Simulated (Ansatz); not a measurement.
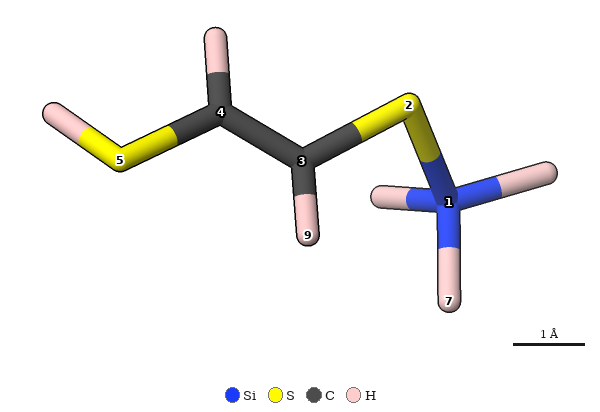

**Figure 1.** The starting structure (stick view, seen at a tilt; atoms are numbered from 1 in the order of the input). Bond lengths as drawn: C–C 1.35 Å, C–H 1.10 Å, C–S 1.77 to 1.79 Å, H–S 1.36 Å, H–Si 1.50 Å and S–Si 2.16 Å.

**Nudged elastic band, with input and output: C2H6S2Si (part 1 of 2)**

C2H6S2Si, computed with RKS PBE/6-31G* (Ansatz 0.2.0).

It belongs to a series of runs on one base structure; here: band between the two ends. Figures and captions count atoms from 1; the log counts them from 0 in places.

### The input
```yaml
crystal:
  periodic: [false, false, false]
  atoms:
    - { symbol: Si, position_ang: [-1.782058, 0.718516, 1.381896] }
    - { symbol: S, position_ang: [0.375649, 0.85692, 1.301221] }
    - { symbol: C, position_ang: [0.61361, 0.35421, -0.396841] }
    - { symbol: C, position_ang: [1.47319, -0.633699, -0.722017] }
    - { symbol: S, position_ang: [1.96427, -0.92706, -2.402163] }
    - { symbol: H, position_ang: [-2.185915, 1.313089, 2.696167] }
    - { symbol: H, position_ang: [-2.388006, 1.499506, 0.252469] }
    - { symbol: H, position_ang: [-2.262052, -0.699381, 1.293476] }
    - { symbol: H, position_ang: [0.104676, 0.948616, -1.166552] }
    - { symbol: H, position_ang: [1.9758, -1.223397, 0.052799] }
    - { symbol: H, position_ang: [2.176235, -2.264322, -2.269855] }
basis:
  gaussian: { orbitals: "6-31G*" }
hamiltonian:
  xc: pbe
neb:
  order_check: false
  images: 7
  f_tol: 0.05
  max_iterations: 45
  final_atoms:
    - { symbol: Si, position_ang: [-1.63612551, 0.90182679, 1.40938111] }
    - { symbol: S, position_ang: [0.49037265, 0.65880108, 1.15799506] }
    - { symbol: C, position_ang: [0.47753738, -0.50027596, -0.30359481] }
    - { symbol: C, position_ang: [1.90657433, -0.66204454, -0.73480752] }
    - { symbol: S, position_ang: [1.99222804, -0.75787609, -2.42220322] }
    - { symbol: H, position_ang: [-1.79047852, 1.86361999, 2.54622793] }
    - { symbol: H, position_ang: [-2.28791838, 1.4596649, 0.17510583] }
    - { symbol: H, position_ang: [-2.32299981, -0.39305678, 1.74428623] }
    - { symbol: H, position_ang: [-0.28852233, -0.17166752, -1.0397761] }
    - { symbol: H, position_ang: [0.18386646, -1.50554813, 0.06445401] }
    - { symbol: H, position_ang: [3.3408647, -0.95044574, -2.57646852] }
  initial_path:
    images:
      - { positions_ang: [[-1.782058, 0.718516, 1.381896], [0.375649, 0.85692, 1.301221], [0.61361, 0.35421, -0.396841], [1.47319, -0.633699, -0.722017], [1.96427, -0.92706, -2.402163], [-2.185915, 1.313089, 2.696167], [-2.388006, 1.499506, 0.252469], [-2.262052, -0.699381, 1.293476], [0.104676, 0.948616, -1.166552], [1.9758, -1.223397, 0.052799], [2.176235, -2.264322, -2.269855]] }
      - { positions_ang: [[-1.76167065, 0.76038325, 1.39938655], [0.36640101, 0.77160957, 1.27270983], [0.57427734, 0.22908679, -0.40226946], [1.54381026, -0.59680765, -0.76665472], [1.93737654, -0.98961451, -2.42554989], [-2.13721061, 1.36265306, 2.71836097], [-2.33096625, 1.59595131, 0.28712145], [-2.31445856, -0.60641469, 1.28794082], [-0.02103302, 0.65241468, -1.11965951], [1.78299945, -1.19923524, 0.08404357], [2.42587347, -2.03702857, -2.3148296]] }
      - { positions_ang: [[-1.74128329, 0.8022505, 1.4168771], [0.35715301, 0.68629914, 1.24419866], [0.53494469, 0.10396358, -0.40769791], [1.61443053, -0.5599163, -0.81129245], [1.91048309, -1.05216902, -2.44893677], [-2.08850622, 1.41221713, 2.74055494], [-2.27392649, 1.69239661, 0.32177389], [-2.36686511, -0.51344837, 1.28240564], [-0.14674204, 0.35621335, -1.07276703], [1.59019889, -1.17507349, 0.11528813], [2.67551195, -1.80973514, -2.35980421]] }
      - { positions_ang: [[-1.72089594, 0.84411776, 1.43436765], [0.34790502, 0.60098872, 1.2156875], [0.49561203, -0.02115964, -0.41312637], [1.68505079, -0.52302494, -0.85593017], [1.88358963, -1.11472353, -2.47232366], [-2.03980182, 1.46178119, 2.7627489], [-2.21688674, 1.78884192, 0.35642634], [-2.41927167, -0.42048206, 1.27687046], [-0.27245106, 0.06001203, -1.02587454], [1.39739834, -1.15091173, 0.1465327], [2.92515042, -1.58244171, -2.40477881]] }
      - { positions_ang: [[-1.70050859, 0.88598501, 1.4518582], [0.33865703, 0.51567829, 1.18717633], [0.45627937, -0.14628285, -0.41855483], [1.75567105, -0.48613359, -0.90056789], [1.85669618, -1.17727804, -2.49571054], [-1.99109743, 1.51134526, 2.78494287], [-2.15984699, 1.88528722, 0.39107879], [-2.47167822, -0.32751575, 1.27133528], [-0.39816008, -0.23618929, -0.97898205], [1.20459778, -1.12674997, 0.17777726], [3.1747889, -1.35514828, -2.44975341]] }
      - { positions_ang: [[-1.68441282, 0.88994545, 1.44123893], [0.37658593, 0.55145899, 1.17988101], [0.46159387, -0.23478113, -0.38981482], [1.79339687, -0.53011133, -0.8591278], [1.89057914, -1.07242755, -2.47733371], [-1.9409427, 1.59941394, 2.72526414], [-2.19186483, 1.77888164, 0.33708555], [-2.43450862, -0.34390101, 1.38957302], [-0.37075064, -0.22005885, -0.99418056], [0.94941495, -1.22144951, 0.14944645], [3.21630785, -1.25397264, -2.48143219]] }
      - { positions_ang: [[-1.66831705, 0.8939059, 1.43061965], [0.41451484, 0.58723968, 1.17258569], [0.46690838, -0.3232794, -0.36107482], [1.83112269, -0.57408907, -0.81768771], [1.92446211, -0.96757707, -2.45895688], [-1.89078798, 1.68748262, 2.6655854], [-2.22388268, 1.67247606, 0.28309231], [-2.39733902, -0.36028626, 1.50781076], [-0.3433412, -0.20392841, -1.00937908], [0.69423212, -1.31614905, 0.12111564], [3.2578268, -1.15279701, -2.51311097]] }
      - { positions_ang: [[-1.65222128, 0.89786635, 1.42000038], [0.45244375, 0.62302038, 1.16529038], [0.47222288, -0.41177768, -0.33233482], [1.86884851, -0.6180668, -0.77624761], [1.95834507, -0.86272658, -2.44058005], [-1.84063325, 1.7755513, 2.60590667], [-2.25590053, 1.56607048, 0.22909907], [-2.36016941, -0.37667152, 1.6260485], [-0.31593177, -0.18779796, -1.02457759], [0.43904929, -1.41084859, 0.09278482], [3.29934575, -1.05162137, -2.54478975]] }
      - { positions_ang: [[-1.63612551, 0.90182679, 1.40938111], [0.49037265, 0.65880108, 1.15799506], [0.47753738, -0.50027596, -0.30359481], [1.90657433, -0.66204454, -0.73480752], [1.99222804, -0.75787609, -2.42220322], [-1.79047852, 1.86361999, 2.54622793], [-2.28791838, 1.4596649, 0.17510583], [-2.32299981, -0.39305678, 1.74428623], [-0.28852233, -0.17166752, -1.0397761], [0.18386646, -1.50554813, 0.06445401], [3.3408647, -0.95044574, -2.57646852]] }
```

Hardware: 2 threads of Intel Xeon @ 2.50GHz (Skylake/Cascade Lake), 16 GiB of memory available, shared host.

Launch command:
```bash
ansatz run input.yaml --threads 2 --pin off --max-ram 3072MiB --backend cpu --events-out ev --progress --plain --runs-dir out
```

### The program's output
```
Engine: ansatz 0.2.0, x86_64-unknown-linux-gnu
Functional definition: PBE
  parameter kappa = 0.804
  parameter beta = 0.06672455060314922
  exchange = pbe_x(kappa = kappa, mu = beta*pi^2/3)
  correlation = pbe_c(beta = beta)
1224 factors; their error is unknown
mean field evaluation 1: about -31696.8317 eV, gradient 4.4e1 eV
mean field evaluation 2: about -31685.8759 eV, gradient 7.4e1 eV
mean field evaluation 4: about -31701.8925 eV, gradient 4.6e0 eV
mean field evaluation 8: about -31701.8520 eV, gradient 3.1e-1 eV
mean field evaluation 16: about -31701.8522 eV, gradient 6.0e-5 eV
mean field -31701.85219971 eV, -1165.0215800523 hartree, gradient 6.0e-5 eV, S^2 0.000000; 0 other end points of the search recorded, 0 dependent functions left out
the calculation of the forces begins
reference -31701.85224017 eV, -1165.0215815390 hartree; 32, 32 occupied and 67, 67 virtual orbitals, 1224 factors
1224 factors; their error is unknown
mean field evaluation 32: about -31699.6544 eV, gradient 8.0e-4 eV
mean field -31699.65438145 eV, -1164.9408117207 hartree, gradient 3.8e-5 eV, S^2 0.000000; 0 other end points of the search recorded, 0 dependent functions left out
[... from here on the field's lines of each further geometry are left out, up to the last ...]
NEB iter   1: max|band force component| = 1.192e1 eV/Å  barrier→ = 3.6015 eV  barrier← = 1.4037 eV  Δτ_max = 0.2000 Å  (257 SCF iters)
NEB iter   2: max|band force component| = 4.510e0 eV/Å  barrier→ = 2.9109 eV  barrier← = 0.7130 eV  Δτ_max = 0.1971 Å  (243 SCF iters)
NEB iter   3: max|band force component| = 1.685e0 eV/Å  barrier→ = 2.7867 eV  barrier← = 0.5889 eV  Δτ_max = 0.1994 Å  (225 SCF iters)
NEB iter   4: max|band force component| = 1.249e0 eV/Å  barrier→ = 2.7990 eV  barrier← = 0.6012 eV  Δτ_max = 0.1997 Å  (206 SCF iters)
NEB iter   5: max|band force component| = 5.145e-1 eV/Å  barrier→ = 2.7139 eV  barrier← = 0.5161 eV  Δτ_max = 0.2000 Å  (209 SCF iters)
NEB iter   6: max|band force component| = 6.463e-1 eV/Å  barrier→ = 2.5394 eV  barrier← = 0.3416 eV  Δτ_max = 0.1003 Å  (216 SCF iters)
NEB iter   7: max|band force component| = 4.052e-1 eV/Å  barrier→ = 2.4451 eV  barrier← = 0.2473 eV  CI = image 5  Δτ_max = 0.0990 Å  (210 SCF iters)
NEB iter   8: max|band force component| = 5.699e-1 eV/Å  barrier→ = 2.4981 eV  barrier← = 0.3003 eV  CI = image 5  Δτ_max = 0.2000 Å  (214 SCF iters)
NEB iter   9: max|band force component| = 8.981e-1 eV/Å  barrier→ = 2.6851 eV  barrier← = 0.4873 eV  CI = image 5  Δτ_max = 0.1970 Å  (217 SCF iters)
NEB iter  10: max|band force component| = 9.953e-1 eV/Å  barrier→ = 2.8284 eV  barrier← = 0.6305 eV  CI = image 5  Δτ_max = 0.1990 Å  (208 SCF iters)
NEB iter  11: max|band force component| = 1.085e0 eV/Å  barrier→ = 2.9211 eV  barrier← = 0.7233 eV  CI = image 5  Δτ_max = 0.1099 Å  (208 SCF iters)
NEB iter  12: max|band force component| = 6.651e-1 eV/Å  barrier→ = 2.9188 eV  barrier← = 0.7210 eV  CI = image 5  Δτ_max = 0.1097 Å  (208 SCF iters)
NEB iter  13: max|band force component| = 3.589e-1 eV/Å  barrier→ = 2.8927 eV  barrier← = 0.6948 eV  CI = image 5  Δτ_max = 0.0962 Å  (209 SCF iters)
NEB iter  14: max|band force component| = 3.388e-1 eV/Å  barrier→ = 2.8857 eV  barrier← = 0.6878 eV  CI = image 5  Δτ_max = 0.1636 Å  (208 SCF iters)
NEB iter  15: max|band force component| = 2.991e-1 eV/Å  barrier→ = 2.8700 eV  barrier← = 0.6722 eV  CI = image 5  Δτ_max = 0.1278 Å  (203 SCF iters)
NEB iter  16: max|band force component| = 3.439e-1 eV/Å  barrier→ = 2.8635 eV  barrier← = 0.6657 eV  CI = image 5  Δτ_max = 0.0643 Å  (208 SCF iters)
NEB iter  17: max|band force component| = 3.080e-1 eV/Å  barrier→ = 2.8601 eV  barrier← = 0.6623 eV  CI = image 5  Δτ_max = 0.0643 Å  (212 SCF iters)
NEB iter  18: max|band force component| = 2.260e-1 eV/Å  barrier→ = 2.8580 eV  barrier← = 0.6601 eV  CI = image 5  Δτ_max = 0.0466 Å  (212 SCF iters)
NEB iter  19: max|band force component| = 1.338e-1 eV/Å  barrier→ = 2.8569 eV  barrier← = 0.6591 eV  CI = image 5  Δτ_max = 0.0239 Å  (213 SCF iters)
NEB iter  20: max|band force component| = 7.089e-2 eV/Å  barrier→ = 2.8567 eV  barrier← = 0.6588 eV  CI = image 5  Δτ_max = 0.0150 Å  (218 SCF iters)
the calculation of the forces begins
reference -31699.64848926 eV, -1164.9405951868 hartree; 32, 32 occupied and 67, 67 virtual orbitals, 1224 factors
1224 factors; their error is unknown
mean field evaluation 1312: about -31698.9956 eV, gradient 2.4e-4 eV
mean field -31698.99563577 eV, -1164.9166032634 hartree, gradient 2.4e-5 eV, S^2 0.000000; 1 other end points of the search recorded, 0 dependent functions left out
the calculation of the forces begins
reference -31698.99567679 eV, -1164.9166047711 hartree; 32, 32 occupied and 67, 67 virtual orbitals, 1224 factors
NEB iter  21: max|band force component| = 4.616e-2 eV/Å  barrier→ = 2.8566 eV  barrier← = 0.6587 eV  CI = image 5  Δτ_max = 0.0000 Å  (431 SCF iters)
```
